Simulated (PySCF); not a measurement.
# CH$_{7}$NSi: saddle-point search (part 1 of 4)

The run: saddle-point search of CH$_{7}$NSi, SMILES C[SiH2]N. Method and program: HF/def2-SVP, RHF (PySCF 2.14.0).

Figures and captions count atoms from 1; the log counts them from 0 in places.

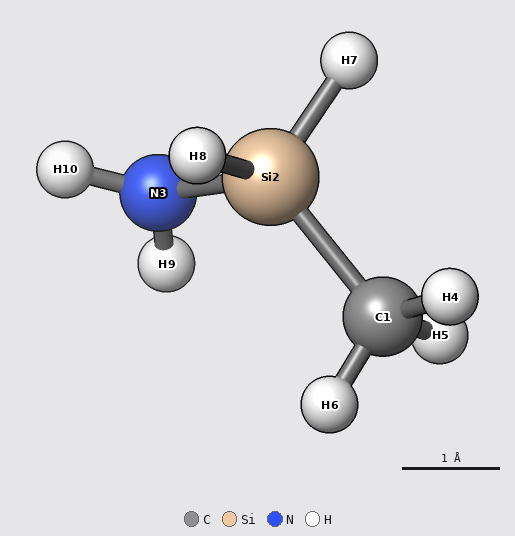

**Figure 1.** The input geometry (ball-and-stick view, seen at a tilt; atoms are numbered from 1 in the order of the input). Bond lengths as drawn: C–H 1.09 Å, C–Si 1.87 Å, H–N 1.01 Å, H–Si 1.49 Å and N–Si 1.72 Å.

Input (input.py):
```python
from pyscf import gto, scf
from pyscf.geomopt.geometric_solver import kernel as optimise

mol = gto.Mole()
mol.atom = [
    ('C', (-0.063819, 0.126351, -1.751565)),
    ('Si', (0.201300, -0.665200, -0.076700)),
    ('N', (1.478100, -0.020900, 0.879700)),
    ('H', (-0.894813, -0.354843, -2.276005)),
    ('H', (0.827575, 0.033759, -2.377420)),
    ('H', (-0.298772, 1.189443, -1.652917)),
    ('H', (0.500145, -2.109267, -0.282226)),
    ('H', (-1.050256, -0.517120, 0.716067)),
    ('H', (2.165200, 0.593000, 0.474400)),
    ('H', (1.336200, 0.186700, 1.854400)),
]
mol.max_memory = 1860
mol.basis = 'def2-svp'
mol.spin = 0
mol.verbose = 3
mol.build()

calc0 = scf.RHF(mol)
calc0 = calc0.density_fit(auxbasis='cc-pvtz-jkfit')
converged, mol_eq = optimise(calc0, maxsteps=60, transition=True, hessian=True)
print('converged:', converged)
print(mol_eq.tostring())

calc0.reset(mol_eq)
mol = mol_eq
calc0.kernel()
etot = calc0.e_tot
print(f'total energy: {etot:.8f} hartree')
```

Launch command:
```bash
OMP_NUM_THREADS=1 python input.py
```

Log:
```
converged SCF energy = -385.191247516458

#|     Arguments passed to driver run_optimizer():      |#
customengine              <pyscf.geomopt.geometric_solver.PySCFEngine object>
maxiter                   60
transition                True
----------------------------------------------------------
 Transition state optimization requested.
Custom engine selected.
Requested bond order-based connectivity but it is not available in the current engine
Bonds will be generated from interatomic distances less than 1.20 times sum of covalent radii
30 internal coordinates being used (instead of 30 Cartesians)
Internal coordinate system (atoms numbered from 1):
Distance 1-2
Distance 1-4
Distance 1-5
Distance 1-6
Distance 2-3
Distance 2-7
Distance 2-8
Distance 3-9
Distance 3-10
Angle 2-1-4
Angle 2-1-5
Angle 2-1-6
Angle 4-1-5
Angle 4-1-6
Angle 5-1-6
Angle 1-2-3
Angle 1-2-7
Angle 1-2-8
Angle 3-2-7
Angle 3-2-8
Angle 7-2-8
Angle 2-3-10
Angle 9-3-10
Out-of-Plane 3-2-9-10
Dihedral 4-1-2-3
Dihedral 4-1-2-7
Dihedral 4-1-2-8
Dihedral 5-1-2-3
Dihedral 5-1-2-7
Dihedral 5-1-2-8
Dihedral 6-1-2-3
Dihedral 6-1-2-7
Dihedral 6-1-2-8
Dihedral 1-2-3-9
Dihedral 1-2-3-10
Dihedral 7-2-3-9
Dihedral 7-2-3-10
Dihedral 8-2-3-9
Dihedral 8-2-3-10
Translation-X 1-10
Translation-Y 1-10
Translation-Z 1-10
Rotation-A 1-10
Rotation-B 1-10
Rotation-C 1-10
<class 'geometric.internal.Distance'> : 9
<class 'geometric.internal.Angle'> : 14
<class 'geometric.internal.OutOfPlane'> : 1
<class 'geometric.internal.Dihedral'> : 15
<class 'geometric.internal.TranslationX'> : 1
<class 'geometric.internal.TranslationY'> : 1
<class 'geometric.internal.TranslationZ'> : 1
<class 'geometric.internal.RotationA'> : 1
<class 'geometric.internal.RotationB'> : 1
<class 'geometric.internal.RotationC'> : 1
> ===== Optimization Info: ====
> Job type: Transition state optimization
> Maximum number of optimization cycles: 60
> Initial / maximum trust radius (Angstrom): 0.010 / 0.030
> Convergence Criteria:
> Will converge when all 5 criteria are reached:
>  |Delta-E| < 1.00e-06
>  RMS-Grad  < 3.00e-04
>  Max-Grad  < 4.50e-04
>  RMS-Disp  < 1.20e-03
>  Max-Disp  < 1.80e-03
> === End Optimization Info ===

Geometry optimization cycle 1
Cartesian coordinates (Angstrom)
 Atom        New coordinates             dX        dY        dZ
   C  -0.063819   0.126351  -1.751565    0.000000  0.000000  0.000000
  Si   0.201300  -0.665200  -0.076700    0.000000  0.000000  0.000000
   N   1.478100  -0.020900   0.879700    0.000000  0.000000  0.000000
   H  -0.894813  -0.354843  -2.276005    0.000000  0.000000  0.000000
   H   0.827575   0.033759  -2.377420    0.000000  0.000000  0.000000
   H  -0.298772   1.189443  -1.652917    0.000000  0.000000  0.000000
   H   0.500145  -2.109267  -0.282226    0.000000  0.000000  0.000000
   H  -1.050256  -0.517120   0.716067    0.000000  0.000000  0.000000
   H   2.165200   0.593000   0.474400    0.000000  0.000000 -0.000000
   H   1.336200   0.186700   1.854400    0.000000  0.000000  0.000000

WARN: Mole.unit (angstrom) is changed to Bohr

converged SCF energy = -385.191247516469
--------------- DFRHF_Scanner gradients ---------------
         x                y                z
0 C    -0.0039225644    -0.0054801458     0.0023723173
1 Si     0.0044794985     0.0124692484    -0.0071725247
2 N    -0.0073653759    -0.0159495981    -0.0007879599
3 H    -0.0012139509     0.0005611086    -0.0014057835
4 H     0.0005729292    -0.0001828207     0.0011278479
5 H     0.0000585948     0.0001508223     0.0005783345
6 H     0.0062022985     0.0004558793     0.0026074761
7 H     0.0003583265     0.0032951961     0.0007249223
8 H     0.0016381426     0.0037925112    -0.0039533083
9 H    -0.0008078989     0.0008877988     0.0059086782
----------------------------------------------
cycle 1: E = -385.191247516  dE = -385.191  norm(grad) = 0.0268159
>> Using Hessian data provided via params...
>> Initial Cartesian Hessian Eigenvalues
Hessian Eigenvalues:  -1.322e-03 -3.643e-04 -3.270e-05 -4.050e-09 -2.520e-09  3.196e-09  1.183e-03
 1.682e-03  5.925e-03  1.360e-02  1.631e-02  2.531e-02    .....    8.848e-01  1.084e+00  1.226e+00

== Summary of harmonic free energy analysis ==
Note: Rotational symmetry is set to 1 regardless of true symmetry
No Imaginary Frequencies

Free energy contributions calculated at @ 300.00 K:
Zero-point vibrational energy:                                   52.5311 kcal/mol
H   (Trans + Rot + Vib = Tot):   1.4904 +   0.8942 +   1.7315 =   4.1162 kcal/mol
S   (Trans + Rot + Vib = Tot):  38.3092 +  23.8008 +   9.8158 =  71.9258 cal/mol/K
TS  (Trans + Rot + Vib = Tot):  11.4928 +   7.1402 +   2.9447 =  21.5777 kcal/mol

Ground State Electronic Energy    : E0                        =  -385.19124752 au (   -241711.1571 kcal/mol)
Free Energy Correction (Harmonic) : ZPVE + [H-TS]_T,R,V       =     0.05588691 au (        35.0696 kcal/mol)
Gibbs Free Energy (Harmonic)      : E0 + ZPVE + [H-TS]_T,R,V  =  -385.13536060 au (   -241676.0876 kcal/mol)

Step    0 : Gradient = 8.480e-03/1.759e-02 (rms/max) Energy = -385.1912475165
Hessian Eigenvalues:  -1.964e-03 -1.384e-07 -1.214e-07 -1.037e-07 -6.092e-08 -5.472e-09  4.991e-08
 1.440e-03  4.744e-03  3.325e-02  3.516e-02  4.460e-02    .....    3.712e-01  5.086e-01  5.134e-01

Geometry optimization cycle 2
Cartesian coordinates (Angstrom)
 Atom        New coordinates             dX        dY        dZ
   C  -0.060222   0.127301  -1.747940    0.003597  0.000950  0.003625
  Si   0.196726  -0.672725  -0.073665   -0.004574 -0.007525  0.003035
   N   1.478188  -0.015366   0.873926    0.000088  0.005534 -0.005774
   H  -0.890260  -0.350791  -2.275618    0.004553  0.004052  0.000387
   H   0.832360   0.035389  -2.372302    0.004785  0.001630  0.005118
   H  -0.293131   1.190498  -1.646687    0.005641  0.001055  0.006230
   H   0.489489  -2.116975  -0.284453   -0.010656 -0.007708 -0.002227
   H  -1.054336  -0.528785   0.720056   -0.004080 -0.011665  0.003989
   H   2.164786   0.596144   0.469059   -0.000414  0.003144 -0.005341
   H   1.337260   0.197233   1.845357    0.001060  0.010533 -0.009043
converged SCF energy = -385.191841134441
--------------- DFRHF_Scanner gradients ---------------
         x                y                z
0 C    -0.0033817681    -0.0046712508     0.0018178325
1 Si     0.0021944681     0.0098879548    -0.0062956443
2 N    -0.0045269513    -0.0127885671     0.0001803313
3 H    -0.0008862663     0.0005264719    -0.0009083673
4 H     0.0004979947    -0.0000351260     0.0008765082
5 H     0.0000990420     0.0001478766     0.0004010531
6 H     0.0055730520     0.0003091585     0.0021419894
7 H     0.0001475513     0.0029568668     0.0005875933
8 H     0.0007997589     0.0028870503    -0.0023723546
9 H    -0.0005168814     0.0007795650     0.0035710586
----------------------------------------------
cycle 2: E = -385.191841134  dE = -0.000593618  norm(grad) = 0.0209532
Step    1 : Displace = 9.579e-03/1.392e-02 (rms/max) Trust = 1.000e-02 (=) Grad = 6.626e-03/1.357e-02 (rms/max) E (change) = -385.1918411344 (-5.936e-04) Quality = 1.000
Hessian Eigenvalues:  -1.938e-03 -1.408e-07 -1.220e-07 -1.108e-07 -6.093e-08 -5.499e-09  4.990e-08
 1.440e-03  4.716e-03  3.324e-02  3.516e-02  4.458e-02    .....    3.712e-01  5.088e-01  5.135e-01

Geometry optimization cycle 3
Cartesian coordinates (Angstrom)
 Atom        New coordinates             dX        dY        dZ
   C  -0.054397   0.128420  -1.742667    0.005825  0.001120  0.005273
  Si   0.190658  -0.682513  -0.069139   -0.006068 -0.009788  0.004526
   N   1.477651  -0.008245   0.865285   -0.000537  0.007121 -0.008641
   H  -0.883349  -0.344758  -2.275488    0.006912  0.006032  0.000130
   H   0.840078   0.036469  -2.364363    0.007719  0.001080  0.007939
   H  -0.283905   1.191885  -1.637878    0.009226  0.001387  0.008809
   H   0.473923  -2.127226  -0.285989   -0.015566 -0.010251 -0.001536
   H  -1.059866  -0.543828   0.725459   -0.005530 -0.015043  0.005402
   H   2.158217   0.605115   0.457481   -0.006569  0.008971 -0.011578
   H   1.341849   0.206604   1.835033    0.004589  0.009371 -0.010324
converged SCF energy = -385.192418366478
--------------- DFRHF_Scanner gradients ---------------
         x                y                z
0 C    -0.0025379969    -0.0035603009     0.0012079965
1 Si    -0.0000961428     0.0068624739    -0.0049633892
2 N    -0.0016745773    -0.0094474144     0.0006869620
3 H    -0.0005817516     0.0004281089    -0.0003731569
4 H     0.0003785649     0.0001228003     0.0005852937
5 H     0.0001322646     0.0001337571     0.0002005313
6 H     0.0047095430     0.0001953952     0.0015768728
7 H    -0.0000123811     0.0024910726     0.0004232302
8 H     0.0000532974     0.0020405467    -0.0009380963
9 H    -0.0003708203     0.0007335607     0.0015937559
----------------------------------------------
cycle 3: E = -385.192418366  dE = -0.000577232  norm(grad) = 0.0150144
Step    2 : Displace = 1.350e-02/1.869e-02 (rms/max) Trust = 1.414e-02 (+) Grad = 4.748e-03/9.619e-03 (rms/max) E (change) = -385.1924183665 (-5.772e-04) Quality = 1.000
Hessian Eigenvalues:  -1.793e-03 -1.472e-07 -1.245e-07 -1.130e-07 -6.103e-08 -5.539e-09  4.983e-08
 1.440e-03  4.661e-03  3.323e-02  3.517e-02  4.454e-02    .....    3.712e-01  5.090e-01  5.136e-01

Geometry optimization cycle 4
Cartesian coordinates (Angstrom)
 Atom        New coordinates             dX        dY        dZ
   C  -0.045182   0.129899  -1.734561    0.009215  0.001479  0.008106
  Si   0.182770  -0.695742  -0.062219   -0.007888 -0.013229  0.006920
   N   1.475158   0.001584   0.852799   -0.002493  0.009829 -0.012485
   H  -0.872383  -0.335241  -2.276520    0.010965  0.009517 -0.001032
   H   0.852631   0.036760  -2.351258    0.012553  0.000291  0.013105
   H  -0.269443   1.193758  -1.624299    0.014462  0.001873  0.013579
   H   0.450382  -2.141238  -0.287502   -0.023541 -0.014012 -0.001514
   H  -1.066858  -0.565458   0.733722   -0.006992 -0.021629  0.008263
   H   2.142741   0.620213   0.434913   -0.015477  0.015098 -0.022568
   H   1.351045   0.217386   1.822660    0.009196  0.010782 -0.012373
converged SCF energy = -385.192954951651
--------------- DFRHF_Scanner gradients ---------------
         x                y                z
0 C    -0.0011933054    -0.0020032004     0.0005723916
1 Si    -0.0019651010     0.0033597921    -0.0028930893
2 N     0.0008237355    -0.0060314381     0.0005014374
3 H    -0.0003529662     0.0002454744     0.0001153981
4 H     0.0001899666     0.0002321203     0.0002507873
5 H     0.0001164571     0.0000943518     0.0000060510
6 H     0.0033568748     0.0001511648     0.0008670571
7 H    -0.0000603789     0.0017807584     0.0002151784
8 H    -0.0004503348     0.0013601241     0.0000745988
9 H    -0.0004649477     0.0008108526     0.0002901896
----------------------------------------------
cycle 4: E = -385.192954952  dE = -0.000536585  norm(grad) = 0.0092329
Step    3 : Displace = 2.074e-02/3.127e-02 (rms/max) Trust = 2.000e-02 (+) Grad = 2.920e-03/6.108e-03 (rms/max) E (change) = -385.1929549517 (-5.366e-04) Quality = 1.000
Hessian Eigenvalues:  -1.551e-03 -1.322e-07 -1.154e-07 -6.669e-08 -5.153e-08 -4.913e-09  5.090e-08
 1.440e-03  4.644e-03  3.321e-02  3.517e-02  4.450e-02    .....    3.712e-01  5.090e-01  5.135e-01

Geometry optimization cycle 5
Cartesian coordinates (Angstrom)
 Atom        New coordinates             dX        dY        dZ
   C  -0.034215   0.132045  -1.724210    0.010967  0.002146  0.010351
  Si   0.173488  -0.708612  -0.052487   -0.009282 -0.012870  0.009732
   N   1.462516   0.024679   0.836856   -0.012642  0.023095 -0.015943
   H  -0.853069  -0.324219  -2.285852    0.019314  0.011023 -0.009332
   H   0.872529   0.037398  -2.327750    0.019898  0.000638  0.023508
   H  -0.254251   1.195854  -1.607559    0.015192  0.002096  0.016740
   H   0.411619  -2.156704  -0.289117   -0.038763 -0.015466 -0.001615
   H  -1.075086  -0.601412   0.746933   -0.008228 -0.035955  0.013212
   H   2.122484   0.635629   0.398314   -0.020256  0.015416 -0.036598
   H   1.374846   0.227265   1.812603    0.023801  0.009878 -0.010056
converged SCF energy = -385.193424362129
--------------- DFRHF_Scanner gradients ---------------
         x                y                z
0 C     0.0001176205    -0.0001647116     0.0000711827
1 Si    -0.0010606829     0.0006190584    -0.0002893753
2 N     0.0017535195    -0.0027528095     0.0000965225
3 H    -0.0001294309     0.0000875005     0.0001113772
4 H    -0.0000209161     0.0000131018    -0.0000268742
5 H     0.0000122838     0.0000198232    -0.0000283466
6 H     0.0006459397     0.0000962893     0.0001270462
7 H     0.0000082183     0.0002806980    -0.0000164216
8 H    -0.0007355527     0.0008471442     0.0001532888
9 H    -0.0005909993     0.0009539057    -0.0001983998
----------------------------------------------
cycle 5: E = -385.193424362  dE = -0.00046941  norm(grad) = 0.00392966
Step    4 : Displace = 3.099e-02/4.460e-02 (rms/max) Trust = 2.828e-02 (+) Grad = 1.243e-03/3.265e-03 (rms/max) E (change) = -385.1934243621 (-4.694e-04) Quality = 0.991
Hessian Eigenvalues:  -1.416e-03 -1.322e-07 -1.160e-07 -6.582e-08 -4.950e-08 -4.868e-09  5.096e-08
 1.440e-03  3.183e-03  3.319e-02  3.517e-02  4.489e-02    .....    3.712e-01  5.090e-01  5.135e-01

Geometry optimization cycle 6
Cartesian coordinates (Angstrom)
 Atom        New coordinates             dX        dY        dZ
   C  -0.034541   0.132090  -1.726442   -0.000326  0.000044 -0.002232
  Si   0.164831  -0.697119  -0.047496   -0.008656  0.011493  0.004991
   N   1.434989   0.062312   0.836475   -0.027527  0.037633 -0.000381
   H  -0.834351  -0.343404  -2.299331    0.018718 -0.019185 -0.013479
   H   0.883899   0.050161  -2.314132    0.011370  0.012763  0.013618
   H  -0.275085   1.192163  -1.618723   -0.020834 -0.003691 -0.011165
   H   0.400663  -2.147434  -0.283759   -0.010956  0.009270  0.005359
   H  -1.087826  -0.601701   0.746924   -0.012740 -0.000289 -0.000009
   H   2.128436   0.624005   0.387006    0.005952 -0.011624 -0.011309
   H   1.419844   0.190852   1.827209    0.044998 -0.036412  0.014606
converged SCF energy = -385.193765719495
--------------- DFRHF_Scanner gradients ---------------
         x                y                z
0 C    -0.0001532741    -0.0001558157    -0.0003404125
1 Si     0.0009450192     0.0013694852     0.0000376057
2 N     0.0015830805    -0.0015520241     0.0015456016
3 H    -0.0000232981     0.0000208431    -0.0000484879
4 H    -0.0000123379    -0.0000541844     0.0000106679
5 H     0.0000400598    -0.0000410502     0.0000795939
6 H    -0.0001304629    -0.0000724778    -0.0002439243
7 H     0.0000615928     0.0000100759     0.0001008267
8 H    -0.0016428796    -0.0000282111    -0.0009137063
9 H    -0.0006674998     0.0005033591    -0.0002277647
```
